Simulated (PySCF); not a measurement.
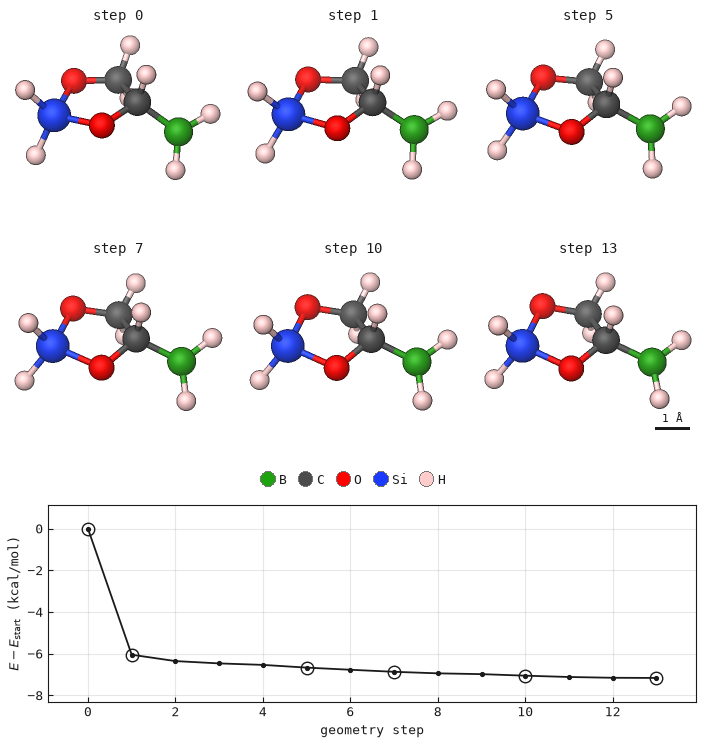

Frames of a relaxation of C$_{2}$H$_{7}$BO$_{2}$Si, marked on the history of the run. The picture is a ball-and-stick view, seen at a tilt.

The start comes from GFN2-xTB. Its atoms were then displaced at random by about 0.01 Å.

Computed with PBE0-D3(BJ)/def2-SVP geometry optimisation, gas phase in PySCF. 

What happens along the run?

Answer. Over 13 geometry steps the energy falls by 7.16 kcal/mol. The atom that moves furthest after the best rigid fit is an H atom (0.66 Å). By element the largest moves are H 0.66 Å, O 0.43 Å, C 0.22 Å, B 0.15 Å, Si 0.09 Å. Among the contacts that change: C–O 1.336 → 1.413 Å, O–Si 1.625 → 1.676 Å, B–H 1.159 → 1.205 Å, C–C 1.578 → 1.542 Å. Among the angles between lasting bonds that change: B–C–H 112.5° → 100.4°, B–C–C 108.9° → 117.1°, H–Si–H 117.1° → 110.5°. Groups turn about B–C by about 25°. From step 0 to 1: an H atom moves most (0.18 Å), energy −6.05 kcal/mol. From step 1 to 5: an H atom moves most (0.18 Å), energy −0.62 kcal/mol. From step 5 to 7: an H atom moves most (0.16 Å), energy −0.20 kcal/mol. From step 7 to 10: an H atom moves most (0.19 Å), energy −0.19 kcal/mol. From step 10 to 13: an H atom moves most (0.19 Å), energy −0.11 kcal/mol.

```csv
step,"E − E(0), kcal/mol"
0,0.00
1,-6.05
2,-6.35
3,-6.46
4,-6.54
5,-6.67
6,-6.77
7,-6.87
8,-6.94
9,-6.98
10,-7.05
11,-7.12
12,-7.15
13,-7.16
```
